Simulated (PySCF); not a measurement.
Consider C5H11N2PSi (SMILES Cc1nn([SiH](C)C)cp1).

Input

```
{"job": {"kind": "nmr", "xc": "PBE0", "basis": "pcSseg-1"}, "charge": 0, "multiplicity": 1}
C      3.263160     0.738927    -0.149692
C      2.101358    -0.135602    -0.475665
N      0.905671     0.174665    -0.061202
N     -0.001139    -0.721599    -0.447663
Si    -1.660975    -0.379300     0.073410
C     -2.131698     1.294122    -0.682142
C     -1.638799    -0.347244     1.968484
C      0.493109    -1.742874    -1.171548
P      2.186134    -1.641203    -1.424377
H      3.732884     1.097607    -1.064888
H      4.008356     0.179566     0.414739
H      2.928164     1.588596     0.440299
H     -2.439409    -1.498924    -0.473893
H     -2.137364     1.252519    -1.767798
H     -1.419915     2.060230    -0.386439
H     -3.118129     1.609865    -0.357940
H     -2.610679    -0.079014     2.370175
H     -1.366100    -1.315391     2.379277
H     -0.914760     0.377986     2.329956
H     -0.185019    -2.502254    -1.516131
```

Run with:

```sh
OMP_NUM_THREADS=1 python probes_run.py task.json out
```

Geometry: GFN2-xTB.

Computed with PBE0/pcSseg-1, SCF density, gas phase, non-relativistic (PySCF 2.14.0).

> What can the converged electron density and electron localisation function tell about the bonding?

C–N (1.30 Å): ρ is about 2.6 e/Å³ halfway; the ELF peaks at about 0.90 between the atoms, as expected for localised, covalent bonding.
N–N (1.33 Å): ρ is about 2.6 e/Å³ halfway; the ELF peaks at about 0.90 between the atoms, as expected for a covalent bond.
C–C (1.49 Å): the density is about 1.7 e/Å³ at the midpoint; the ELF peaks at about 0.95 between the atoms; a covalent bond.
C–P (1.71 Å): ρ is about 1.3 e/Å³ halfway; the ELF peaks at about 0.95 between the atoms; localised, covalent bonding.

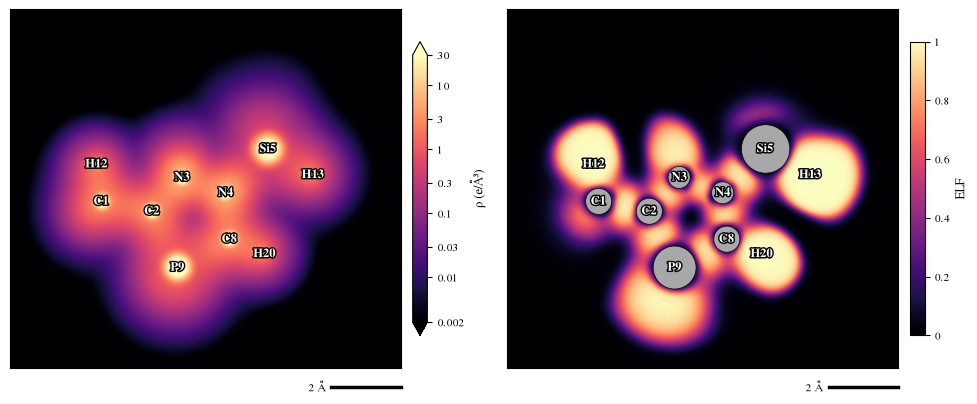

Computed electron density and electron localisation function on the plane of atoms N4, C8 and P9, in this order. Grey discs cover the atomic cores in the ELF map. 
